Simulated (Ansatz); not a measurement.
**Al2H (doublet): one geometry, many settings at distance Al1–H3 = 1.737 Å**

What do other methods and options give for Al2H (doublet) at this geometry, and how long do they take?

Method: the settings change from run to run; program: Ansatz 0.2.0, Gaussian basis.

15 further runs of the same task are left out: 13 that didn't finish, 2 set aside as unsound or not needed.

### 1 The system

The geometry derives from a PBE0/def2-TZVP stationary point (not a proven minimum). One bond is set to the value named and the two fragments are kept rigid.

3 atoms, charge 0, spin multiplicity 2.

Atoms are counted from 1 here; the program's logs count them from 0.

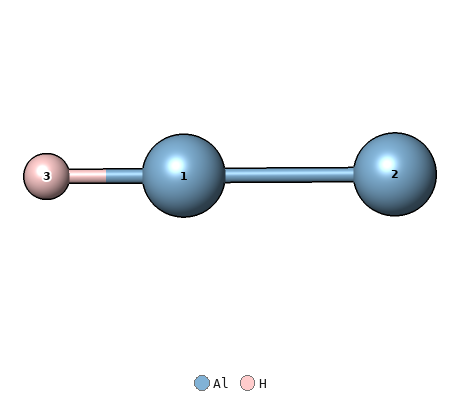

The structure; aluminium light blue, hydrogen pink; atoms are numbered from 1 in the order of the file.

### 2 BCCD/6-31G

in.yaml reads:

```yaml
crystal:
  periodic: [false, false, false]
  atoms:
    - {symbol: Al, position_ang: [0.000000, 0.000000, 0.313313]}
    - {symbol: Al, position_ang: [0.000000, 0.000000, -2.363625]}
    - {symbol: H, position_ang: [0.000000, 0.000000, 2.050313]}
basis:
  gaussian: {orbitals: 6-31G}
magnetization: {spin_polarized: false, initial_magnetization: 1}
hamiltonian: {xc: {name: PBE0}, pseudopotentials: {relativity: scalar}}
correlation: {method: bccd, electrons: all, diis_vectors: 2}
```

Command:

```
ansatz run in.yaml --threads 1 --pin off --events-out ev --progress --plain --max-ram 2393MiB
```

Standard output, shortened:

```text
Functional definition: PBE0
  name "PBE0"
  cite "Adamo & Barone, J. Chem. Phys. 110, 6158 (1999) doi:10.1063/1.478522"
  cite "Perdew, Burke & Ernzerhof, Phys. Rev. Lett. 77, 3865 (1996) doi:10.1103/PhysRevLett.77.3865"
  parent pbe
[...]
308 factors; integrals over basis functions are off by at most 1.4e-4 eV
[...]
mean field -13221.77617020 eV, -485.8913122132 hartree, gradient 1.6e-6 eV, S^2 0.750000; 2 other end points of the search recorded, 0 dependent functions left out
[...]
reference -13199.63625013 eV, -485.0776851577 hartree; 14, 13 occupied and 14, 15 virtual orbitals, 308 factors
second order -1.81427254 eV of doubles, -0.15275755 eV of singles
cycle   1  -2.36932792 eV  change   -4.1e-1 eV  update   7.8e-2
[...]
cycle  13  -2.62407304 eV  change    3.9e-6 eV  update   2.0e-5
Total energy: -13202.26032317 eV, -485.1741180630 hartree
Relativity: scalar
```

Run time: 1.4 s. Hardware: 1 thread of Intel Xeon Platinum 8488C, shared host.

From the report: correlation -2.6241 eV; largest double amplitude 0.08.

### 3 BCCD(T) on UHF/cc-pVDZ

in.yaml reads:

```yaml
crystal:
  periodic: [false, false, false]
  atoms:
    - {symbol: Al, position_ang: [0.000000, 0.000000, 0.313313]}
    - {symbol: Al, position_ang: [0.000000, 0.000000, -2.363625]}
    - {symbol: H, position_ang: [0.000000, 0.000000, 2.050313]}
basis:
  gaussian: {orbitals: cc-pVDZ}
magnetization: {spin_polarized: true, initial_magnetization: 1}
correlation: {method: bccd_t, electrons: valence}
```

Launched as before.

Standard output, shortened:

```text
Functional definition: HF
  name "HF"
  cite "Fock, Z. Phys. 61, 126 (1930) doi:10.1007/BF01340294"
  parent pbe
[...]
406 factors; integrals over basis functions are off by at most 9.3e-4 eV
[...]
mean field -13179.65049912 eV, -484.3432223549 hartree, gradient 3.1e-6 eV, S^2 1.064455; 21 other end points of the search recorded, 0 dependent functions left out
determinant -13179.65049912 eV, -484.3432223549 hartree, with singles and doubles -13183.09450614 eV, -484.4697872782 hartree
determinant -13178.45055268 eV, -484.2991251364 hartree, with singles and doubles -13181.73458150 eV, -484.4198109696 hartree
determinant -13178.44753029 eV, -484.2990140657 hartree, with singles and doubles -13181.72309349 eV, -484.4193887929 hartree
determinant -13178.40038650 eV, -484.2972815633 hartree, with singles and doubles -13181.74356053 eV, -484.4201409428 hartree
[...]
determinant -13177.12602999 eV, -484.2504498252 hartree, with singles and doubles -13180.79823048 eV, -484.3854007043 hartree
determinant -13176.92754077 eV, -484.2431554809 hartree, with singles and doubles -13180.03201609 eV, -484.3572428446 hartree
determinant -13176.38461975 eV, -484.2232035017 hartree, with singles and doubles -13179.68080267 eV, -484.3443359895 hartree
10 core orbitals not correlated: weight in the atoms' cores, before any rotation towards them, 1.000 or more for the frozen orbitals, at most 0.000 for the correlated occupied ones
reference -13179.65049912 eV, -484.3432223549 hartree; 4, 3 occupied and 27, 28 virtual orbitals, 406 factors
second order -2.41958816 eV of doubles, -0.00000000 eV of singles
cycle   1  -3.48859876 eV  change   -4.5e-2 eV  update   2.6e-2
[...]
cycle  14  -3.46664364 eV  change    6.8e-7 eV  update   5.8e-6
perturbative correction -0.13523294 eV, -0.0049697189 hartree
Total energy: -13183.25237571 eV, -484.4755888778 hartree
```

Wall time 3.1 s (1 thread of Intel Xeon Platinum 8488C, shared host).

From the report: ⟨S²⟩ of the determinant 1.064 (pure doublet: 0.75); correlation -3.6019 eV; largest double amplitude 0.08.

### 4 CCSDT on ROHF/STO-3G

in.yaml reads:

```yaml
crystal:
  periodic: [false, false, false]
  atoms:
    - {symbol: Al, position_ang: [0.000000, 0.000000, 0.313313]}
    - {symbol: Al, position_ang: [0.000000, 0.000000, -2.363625]}
    - {symbol: H, position_ang: [0.000000, 0.000000, 2.050313]}
basis:
  gaussian: {orbitals: STO-3G}
magnetization: {spin_polarized: false, initial_magnetization: 1}
correlation: {method: ccsdt, electrons: outside_noble_gas, diis_vectors: 4}
scf: {lower_state_search: full}
output: {forces: true}
```

The command is unchanged.

Standard output, shortened:

```text
Functional definition: HF
  name "HF"
  cite "Fock, Z. Phys. 61, 126 (1930) doi:10.1007/BF01340294"
  parent pbe
[...]
299 factors; integrals over basis functions are off by at most 3.3e-8 eV
[...]
mean field -13016.85691380 eV, -478.3606684396 hartree, gradient 1.1e-6 eV, S^2 0.750000; 15 other end points of the search recorded, 0 dependent functions left out
[...]
determinant -13016.85691380 eV, -478.3606684396 hartree, with singles and doubles -13019.12351639 eV, -478.4439645486 hartree
determinant -13015.14597800 eV, -478.2977927088 hartree, with singles and doubles -13017.39071882 eV, -478.3802854122 hartree
determinant -13014.44597121 eV, -478.2720679335 hartree, with singles and doubles -13017.12278426 eV, -478.3704389988 hartree
determinant -13011.42079113 eV, -478.1608946161 hartree, with singles and doubles -13015.67141773 eV, -478.3171022625 hartree
10 core orbitals not correlated: weight in the atoms' cores, before any rotation towards them, 0.999 or more for the frozen orbitals, at most 0.000 for the correlated occupied ones
reference -13016.85691380 eV, -478.3606684396 hartree; 4, 3 occupied and 5, 6 virtual orbitals, 299 factors
second order -1.29806878 eV of doubles, -0.00244981 eV of singles
cycle   1  -1.77206920 eV  change   -4.7e-1 eV  update   9.1e-2
[...]
cycle  25  -2.34479652 eV  change   -1.3e-7 eV  update   1.6e-7
[...]
Total energy: -13019.20171032 eV, -478.4468381222 hartree
Atom 0 at     0.000000     0.000000     0.313313 Å, force    -0.000000     0.000000     0.598212 eV/Å
Atom 1 at     0.000000     0.000000    -2.363625 Å, force    -0.000000    -0.000000     1.778736 eV/Å
Atom 2 at     0.000000     0.000000     2.050313 Å, force    -0.000000     0.000000    -2.376948 eV/Å
Dipole moment:    -0.000000    -0.000000    -0.406082 e Å
```

Run time: 1.2 s. Hardware: 1 thread of Intel Xeon Platinum 8488C, shared host.

From the report: correlation -2.3448 eV; T1 0.079; largest double amplitude 0.16.

### 5 CCSDT(Q)/B on ROHF/cc-pVDZ

in.yaml reads:

```yaml
crystal:
  periodic: [false, false, false]
  atoms:
    - {symbol: Al, position_ang: [0.000000, 0.000000, 0.313313]}
    - {symbol: Al, position_ang: [0.000000, 0.000000, -2.363625]}
    - {symbol: H, position_ang: [0.000000, 0.000000, 2.050313]}
basis:
  gaussian: {orbitals: cc-pVDZ}
magnetization: {spin_polarized: false, initial_magnetization: 1}
correlation: {method: ccsdt_q_b, electrons: valence}
```

The command is unchanged.

Standard output, shortened:

```text
Functional definition: HF
  name "HF"
  cite "Fock, Z. Phys. 61, 126 (1930) doi:10.1007/BF01340294"
  parent pbe
[...]
742 factors; integrals over basis functions are off by at most 2.0e-7 eV
[...]
mean field -13179.55188791 eV, -484.3395984596 hartree, gradient 2.9e-6 eV, S^2 0.750000; 7 other end points of the search recorded, 0 dependent functions left out
[...]
determinant -13179.55188791 eV, -484.3395984596 hartree, with singles and doubles -13183.12037534 eV, -484.4707379537 hartree
determinant -13177.50223762 eV, -484.2642752008 hartree, with singles and doubles -13181.29866129 eV, -484.4037911974 hartree
determinant -13177.08598322 eV, -484.2489781336 hartree, with singles and doubles -13180.93311803 eV, -484.3903577301 hartree
determinant -13176.96516380 eV, -484.2445381020 hartree, with singles and doubles -13180.79407454 eV, -484.3852479763 hartree
10 core orbitals not correlated: weight in the atoms' cores, before any rotation towards them, 1.000 or more for the frozen orbitals, at most 0.000 for the correlated occupied ones
reference -13179.55188791 eV, -484.3395984596 hartree; 4, 3 occupied and 27, 28 virtual orbitals, 742 factors
second order -2.62639043 eV of doubles, -0.03164403 eV of singles
cycle   1  -3.26606920 eV  change   -6.1e-1 eV  update   9.3e-2
[...]
cycle  20  -3.74393135 eV  change   -4.8e-7 eV  update   2.3e-7
perturbative correction -0.00782299 eV, -0.0002874895 hartree
Total energy: -13183.30364225 eV, -484.4774728884 hartree
```

Wall time 4.3 s (1 thread of Intel Xeon Platinum 8488C, shared host).

From the report: correlation -3.7518 eV; T1 0.026; largest double amplitude 0.09.

### 6 BCCD(T)/6-31++G**

in.yaml reads:

```yaml
crystal:
  periodic: [false, false, false]
  atoms:
    - {symbol: Al, position_ang: [0.000000, 0.000000, 0.313313]}
    - {symbol: Al, position_ang: [0.000000, 0.000000, -2.363625]}
    - {symbol: H, position_ang: [0.000000, 0.000000, 2.050313]}
basis:
  gaussian: {orbitals: "6-31++G**"}
magnetization: {spin_polarized: true, initial_magnetization: 1}
hamiltonian: {xc: {name: B3LYP}, pseudopotentials: {relativity: scalar}}
correlation: {method: bccd_t, electrons: outside_noble_gas}
```

Same command.

Standard output, shortened:

```text
Functional definition: B3LYP
  name "B3LYP"
  cite "Stephens, Devlin, Chabalowski & Frisch, J. Phys. Chem. 98, 11623 (1994) doi:10.1021/j100096a001"
  cite "Becke, Phys. Rev. A 38, 3098 (1988) doi:10.1103/PhysRevA.38.3098"
  cite "Lee, Yang & Parr, Phys. Rev. B 37, 785 (1988) doi:10.1103/PhysRevB.37.785"
  cite "Vosko, Wilk & Nusair, Can. J. Phys. 58, 1200 (1980) doi:10.1139/p80-159"
[...]
419 factors; integrals over basis functions are off by at most 1.7e-3 eV
[...]
mean field -13229.55444368 eV, -486.1771584911 hartree, gradient 6.9e-6 eV, S^2 0.753421; 4 other end points of the search recorded, 0 dependent functions left out
10 core orbitals not correlated: weight in the atoms' cores, before any rotation towards them, 1.000 or more for the frozen orbitals, at most 0.000 for the correlated occupied ones
reference -13199.98602219 eV, -485.0905390435 hartree; 4, 3 occupied and 38, 39 virtual orbitals, 419 factors
second order -2.66297406 eV of doubles, -0.14731031 eV of singles
cycle   1  -3.27447211 eV  change   -4.7e-1 eV  update   7.7e-2
[...]
cycle  13  -3.52874031 eV  change   -3.4e-6 eV  update   7.6e-6
perturbative correction -0.12919948 eV, -0.0047479934 hartree
Total energy: -13203.64396198 eV, -485.2249658515 hartree
Relativity: scalar
```

Run time: 2.6 s. Hardware: 1 thread of Intel Xeon Platinum 8488C, shared host.

From the report: ⟨S²⟩ of the determinant 0.753 (pure doublet: 0.75); correlation -3.6579 eV; largest double amplitude 0.06.

### 7 CASSCF(3,9)/6-31G

in.yaml reads:

```yaml
crystal:
  periodic: [false, false, false]
  atoms:
    - {symbol: Al, position_ang: [0.000000, 0.000000, 0.313313]}
    - {symbol: Al, position_ang: [0.000000, 0.000000, -2.363625]}
    - {symbol: H, position_ang: [0.000000, 0.000000, 2.050313]}
basis:
  gaussian: {orbitals: 6-31G}
magnetization: {spin_polarized: false, initial_magnetization: 1}
correlation: {active_space: {window: {electrons: 3, orbitals: 9}}}
output: {forces: true}
```

The command is unchanged.

Standard output, shortened:

```text
Functional definition: HF
  name "HF"
  cite "Fock, Z. Phys. 61, 126 (1930) doi:10.1007/BF01340294"
  parent pbe
[...]
308 factors; integrals over basis functions are off by at most 1.4e-4 eV
[...]
mean field -13178.23680238 eV, -484.2912699576 hartree, gradient 2.8e-6 eV, S^2 0.750000; 4 other end points of the search recorded, 0 dependent functions left out
reference -13178.23680238 eV, -484.2912699576 hartree; 14, 13 occupied and 14, 15 virtual orbitals, 308 factors
state -13179.08254972 eV, -484.3223505992 hartree
[...]
Total energy: -13179.08254972 eV, -484.3223505992 hartree
Atom 0 at     0.000000     0.000000     0.313313 Å, force     0.000000     0.000000     1.461613 eV/Å
Atom 1 at     0.000000     0.000000    -2.363625 Å, force    -0.000000    -0.000000    -0.436806 eV/Å
Atom 2 at     0.000000     0.000000     2.050313 Å, force    -0.000000    -0.000000    -1.024807 eV/Å
Dipole moment:    -0.000000    -0.000000    -0.235167 e Å
```

It took 2.1 s on 1 thread of Intel Xeon Platinum 8488C, shared host.

From the report: 324 determinants; active occupations 1.89, 1.00, 0.05, 0.03, 0.02, 0.00, 0.00, 0.00, 0.00.

### 8 CCSD(T) on ROHF/cc-pVDZ

in.yaml: that of step 7 with these lines changed.

```diff
@@ -7,5 +7,5 @@
 basis:
-  gaussian: {orbitals: 6-31G}
+  gaussian: {orbitals: cc-pVDZ, point_charges: [{charge: 0.50, position_ang: [4.554, -0.636, 0.962]}]}
 magnetization: {spin_polarized: false, initial_magnetization: 1}
-correlation: {active_space: {window: {electrons: 3, orbitals: 9}}}
+correlation: {method: ccsd_t, electrons: outside_noble_gas}
 output: {forces: true}
```

The command is unchanged.

Standard output, shortened:

```text
Functional definition: HF
  name "HF"
  cite "Fock, Z. Phys. 61, 126 (1930) doi:10.1007/BF01340294"
  parent pbe
[...]
406 factors; integrals over basis functions are off by at most 9.3e-4 eV
[...]
mean field -13179.60976952 eV, -484.3417255695 hartree, gradient 2.2e-6 eV, S^2 0.750000; 13 other end points of the search recorded, 0 dependent functions left out
[...]
determinant -13179.60976952 eV, -484.3417255695 hartree, with singles and doubles -13183.17770712 eV, -484.4728448579 hartree
determinant -13179.47479996 eV, -484.3367655298 hartree, with singles and doubles -13183.05733476 eV, -484.4684212553 hartree
determinant -13177.66955640 eV, -484.2704240525 hartree, with singles and doubles -13181.44178040 eV, -484.4090507275 hartree
determinant -13177.42909911 eV, -484.2615874101 hartree, with singles and doubles -13181.23470679 eV, -484.4014409129 hartree
[...]
10 core orbitals not correlated: weight in the atoms' cores, before any rotation towards them, 1.000 or more for the frozen orbitals, at most 0.000 for the correlated occupied ones
reference -13179.60976952 eV, -484.3417255695 hartree; 4, 3 occupied and 27, 28 virtual orbitals, 406 factors
second order -2.62058505 eV of doubles, -0.03325231 eV of singles
cycle   1  -3.56751790 eV  change   -3.4e-6 eV  update   2.7e-6
[...]
cycle   8  -3.56752000 eV  change   -1.1e-8 eV  update   4.8e-8
perturbative correction -0.13019268 eV, -0.0047844928 hartree
[...]
Total energy: -13183.30748220 eV, -484.4776140040 hartree
Atom 0 at     0.000000     0.000000     0.313313 Å, force     0.046837    -0.006541     1.264734 eV/Å
Atom 1 at     0.000000     0.000000    -2.363625 Å, force    -0.004148     0.000579    -0.245425 eV/Å
Atom 2 at     0.000000     0.000000     2.050313 Å, force     0.001005    -0.000140    -1.015907 eV/Å
Dipole moment:    -0.167351     0.023372    -0.240706 e Å
```

Wall time 3.1 s (1 thread of Intel Xeon Platinum 8488C, shared host).

From the report: correlation -3.6977 eV; T1 0.025; largest double amplitude 0.08.

### 9 CCSD on ROHF/def2-SVP

in.yaml reads:

```yaml
crystal:
  periodic: [false, false, false]
  atoms:
    - {symbol: Al, position_ang: [0.000000, 0.000000, 0.313313]}
    - {symbol: Al, position_ang: [0.000000, 0.000000, -2.363625]}
    - {symbol: H, position_ang: [0.000000, 0.000000, 2.050313]}
basis:
  gaussian: {orbitals: def2-SVP}
magnetization: {spin_polarized: false, initial_magnetization: 1}
correlation: {method: ccsd, electrons: outside_noble_gas}
scf: {lower_state_search: off}
```

Same command.

Standard output, shortened:

```text
Functional definition: HF
  name "HF"
  cite "Fock, Z. Phys. 61, 126 (1930) doi:10.1007/BF01340294"
  parent pbe
[...]
369 factors; integrals over basis functions are off by at most 1.4e-3 eV
[...]
mean field -13175.05195743 eV, -484.1742290644 hartree, gradient 6.9e-6 eV, S^2 0.750000; 0 other end points of the search recorded, 0 dependent functions left out
10 core orbitals not correlated: weight in the atoms' cores, before any rotation towards them, 1.000 or more for the frozen orbitals, at most 0.000 for the correlated occupied ones
reference -13175.05195743 eV, -484.1742290644 hartree; 4, 3 occupied and 27, 28 virtual orbitals, 369 factors
second order -2.51349666 eV of doubles, -0.02571482 eV of singles
cycle   1  -3.10237027 eV  change   -5.6e-1 eV  update   8.4e-2
[...]
cycle  12  -3.39754135 eV  change   -7.3e-6 eV  update   6.4e-6
Total energy: -13178.44949877 eV, -484.2990864061 hartree
Checks for a lower state left out: stability, starts, cluster_reference, orbital_swaps, neighbouring_geometries, increment
```

It took 0.27 s on 1 thread of Intel Xeon Platinum 8488C, shared host.

From the report: correlation -3.3975 eV; T1 0.024; largest double amplitude 0.08.

### 10 CASSCF(3,5)/cc-pVDZ

in.yaml: that of step 9 with these lines changed.

```diff
@@ -7,5 +7,4 @@
 basis:
-  gaussian: {orbitals: def2-SVP}
+  gaussian: {orbitals: cc-pVDZ}
 magnetization: {spin_polarized: false, initial_magnetization: 1}
-correlation: {method: ccsd, electrons: outside_noble_gas}
-scf: {lower_state_search: off}
+correlation: {active_space: {window: {electrons: 3, orbitals: 5}}}
```

Same command.

Standard output:

```text
Functional definition: HF
  name "HF"
  cite "Fock, Z. Phys. 61, 126 (1930) doi:10.1007/BF01340294"
  parent pbe
  exchange = exact_x
  correlation = 0
406 factors; integrals over basis functions are off by at most 9.3e-4 eV
mean field evaluation 1: about -13178.9188 eV, gradient 7.4e0 eV
mean field evaluation 2: about -13178.9270 eV, gradient 7.4e0 eV
mean field evaluation 4: about -13179.5273 eV, gradient 9.8e-1 eV
mean field evaluation 8: about -13179.5484 eV, gradient 2.3e-1 eV
mean field evaluation 16: about -13179.3920 eV, gradient 2.8e0 eV
mean field evaluation 32: about -13179.5360 eV, gradient 7.4e-1 eV
mean field -13179.55187551 eV, -484.3395980038 hartree, gradient 2.9e-6 eV, S^2 0.750000; 4 other end points of the search recorded, 0 dependent functions left out
reference -13179.55187551 eV, -484.3395980038 hartree; 14, 13 occupied and 27, 28 virtual orbitals, 406 factors
state -13180.46261617 eV, -484.3730671059 hartree
Total energy: -13180.46261617 eV, -484.3730671059 hartree
```

It took 0.69 s on 1 thread of Intel Xeon Platinum 8488C, shared host.

From the report: 50 determinants; active occupations 1.88, 1.00, 0.06, 0.03, 0.02.

### 11 The runs in one table

Where basis and cores are those of an earlier UCCSDT(Q)/cc-pVDZ run (-13183.3038 eV), and the state is the same kind, the miss against it is given.

```csv
level,correlated,functions,energy (eV),from UCCSDT(Q) (meV),time
"BCCD/6-31G (on PBE0 orbitals, relativity set)",all,28,-13202.2603,,1.4 s
BCCD(T) on UHF/cc-pVDZ,valence,41,-13183.2524,51.4,3.1 s
CCSDT on ROHF/STO-3G,outside noble gas,19,-13019.2017,,1.2 s
CCSDT(Q)/B on ROHF/cc-pVDZ,valence,41,-13183.3036,0.1,4.3 s
"BCCD(T)/6-31++G** (on B3LYP orbitals, relativity set)",outside noble gas,52,-13203.6440,,2.6 s
"CASSCF(3,9)/6-31G",,28,-13179.0825,,2.1 s
CCSD(T) on ROHF/cc-pVDZ (beside a point charge),outside noble gas,41,-13183.3075,,3.1 s
CCSD on ROHF/def2-SVP,outside noble gas,41,-13178.4495,,0.27 s
"CASSCF(3,5)/cc-pVDZ",,41,-13180.4626,2841.2,0.69 s
```

### 12 Outcome

```
quantity                              value
    runs                                  9
quickest      CCSD on ROHF/def2-SVP, 0.27 s
 slowest  CCSDT(Q)/B on ROHF/cc-pVDZ, 4.3 s
```

Total energies in different bases, with other cores or another treatment of relativity can't be set against each other. CCSDT(Q)/B on ROHF/cc-pVDZ took 16 times as long as CCSD on ROHF/def2-SVP; the jobs differ in more than the method. Among the correlated runs with a miss given, it spans +0 to +51 meV. Hartree-Fock, CASSCF and CASCI lack dynamic correlation by design.
